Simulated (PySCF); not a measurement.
SMILES C=C[SiH2]CC(C)(C)C, singlet, GFN2-xTB optimised geometry. Atoms within 1.6 Å of the plane z = 1.2 Å (x, y, z in Å): C1 (2.72, -0.04, 0.18), C2 (2.12, 0.53, 1.21), Si3 (0.26, 0.71, 1.46), C4 (-0.64, -0.12, 0.00), C5 (-2.18, -0.12, 0.00), C6 (-2.71, -0.87, 1.22), C7 (-2.71, 1.31, 0.00), H9 (3.80, -0.11, 0.09), H11 (2.74, 0.95, 1.99), H12 (-0.07, 0.07, 2.74), H13 (-0.04, 2.14, 1.54), H14 (-0.30, -1.16, -0.06), H16 (-3.80, -0.95, 1.17), H17 (-2.30, -1.87, 1.27), H18 (-2.46, -0.34, 2.14), H20 (-2.45, 1.82, 0.92), H21 (-3.80, 1.31, -0.09).

Computed with PBE0/def2-SVP (PySCF 2.14.0). Cells within 0.4 Å of a nucleus heavier than hydrogen are left out (blank, or x).

Map of the electrostatic potential (hartree/e), clipped to [-0.08, 0.12] on the plane z = 1.2 Å:

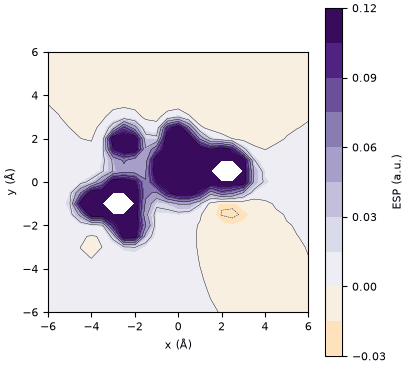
*Electrostatic potential (hartree/e), clipped to [-0.08, 0.12] on the plane z = 1.2 Å.*
